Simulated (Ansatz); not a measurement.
C₂H₅FSn (SMILES C[CH2][Sn][F])

```xyz
9

C    -0.3715    0.8249   -0.1813
C     0.0316   -0.2958    0.7664
F     0.8438   -1.3339   -1.9641
Sn    1.3414   -1.8332   -0.1246
H    -0.7508    0.4262   -1.1337
H    -1.1475    1.4779    0.2528
H     0.4865    1.4683   -0.4337
H    -0.8552   -0.8637    1.1135
H     0.5102    0.0830    1.6876
```

Geometry: PBE0-D4/def2-SVP; core potentials replace the inner electrons of Sn.

Method: Ansatz 0.2.0, isolated molecule in a Gaussian basis; Kohn-Sham density functional theory, functional PBE0.

Question: What will maps of the electron density and electron localisation function show?

Answer: C–C (1.52 Å): the density is about 1.6 e/Å³ at the midpoint; the ELF peaks at about 0.95 between the atoms (a shared electron pair).
C–Sn (2.21 Å): the density is about 0.66 e/Å³ at the midpoint; the ELF peaks at about 0.90 in the valence shell of C, 0.7 Å from its nucleus, and drops to about 0.20 between the two atoms.
C–H (1.10 Å): ρ is about 1.9 e/Å³ halfway; the ELF climbs to about 1 towards the hydrogen, as it does in any bond to H (a covalent bond by its length).

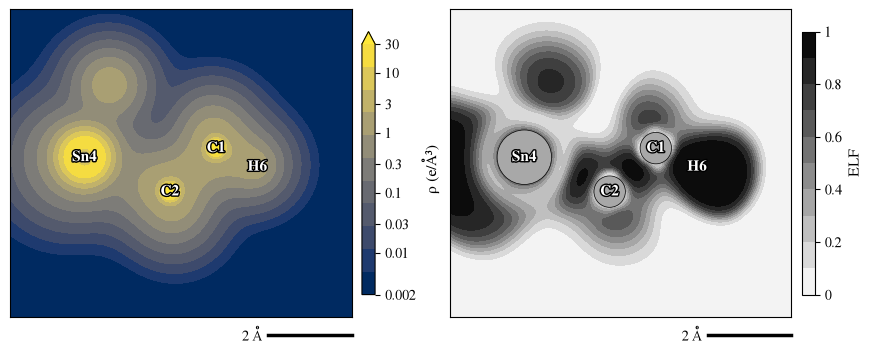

Computed electron density and electron localisation function on the plane of atoms C1, C2 and Sn4, in this order. Grey discs cover the atomic cores in the ELF map. 
